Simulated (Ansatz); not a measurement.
Results of PBEsol+SOC in Ansatz (plane waves, PAW) for bcc Ta.

Settings: plane-wave cutoff 520 eV, 24×24×24 k mesh, Fermi–Dirac smearing 0.05 eV, PAW data made under PBE.

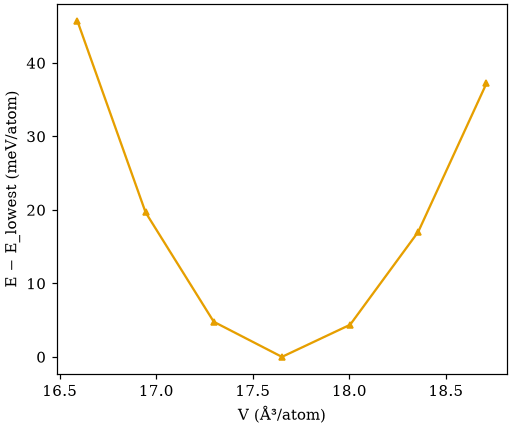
Total energy against volume

From the curve, estimate the equilibrium volume and the bulk modulus.

V0 ≈ 17.7 Å³/atom and B0 ≈ 210 GPa; the fit gives V0 = 17.653 Å³/atom, B0 = 207 GPa, B′ = 3.9.

Measured, for comparison: bulk modulus 198 GPa (corrected for temperature and zero-point phonon effects, our sources range from 194 to 203; as tabulated in Levämäki et al. (2014), arXiv:1402.3671); equilibrium volume per atom 17.95 Å³/atom (static lattice: zero-point anharmonic expansion removed; as tabulated in Mejia-Rodriguez and Trickey (2018), arXiv:1807.09216). Computed (rounded) less measured: bulk modulus +5 % (+2 % to +7 % over the range), equilibrium volume per atom -1.7 %.

Static lattice: no zero-point or thermal effects.

The result took about 5 core-minutes (a rough figure).

Ansatz is an electronic-structure program.
